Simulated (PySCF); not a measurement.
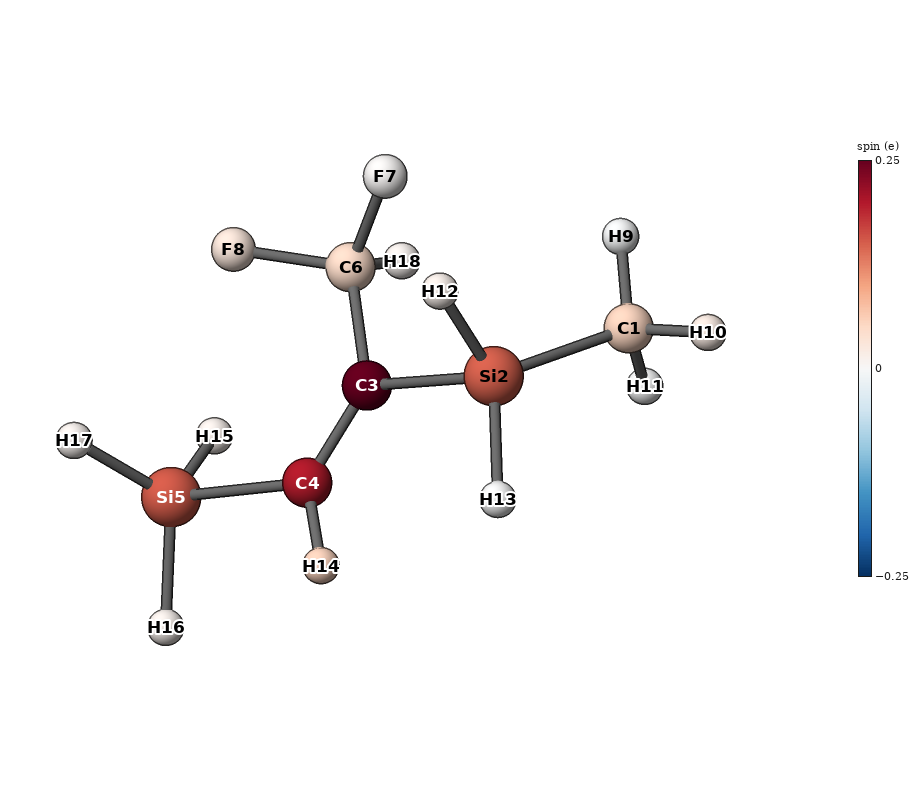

Atoms are coloured by their Mulliken spin populations. State: charge +1, doublet. Computed geometry: GFN2-xTB optimisation. No frequency run is at hand to confirm it as a minimum. Method: UKS B3LYP, pcH-1 on C F H Si, non-relativistic (PySCF 2.14.0).

Question: Which atom carries the largest spin population?

Answer: C3 (0.25 e).

Question: Which atom has the lowest spin population?

Answer: F7, H9, H11, H13 (0.00 e).

Give the Mulliken spin populations atom by atom.

| atom | value (e) |
| --- | --- |
| C1 | 0.05 |
| Si2 | 0.15 |
| C3 | 0.25 |
| C4 | 0.20 |
| Si5 | 0.15 |
| C6 | 0.05 |
| F7 | 0.00 |
| F8 | 0.03 |
| H9 | 0.00 |
| H10 | 0.02 |
| H11 | 0.00 |
| H12 | 0.01 |
| H13 | 0.00 |
| H14 | 0.06 |
| H15 | 0.01 |
| H16 | 0.01 |
| H17 | 0.01 |
| H18 | 0.01 |

Mulliken values depend strongly on the basis set. The geometry is semi-empirical. Around Si such bond lengths and angles can be off by a tenth of an ångström or more and by several degrees, and values that hang on the shape move with them.
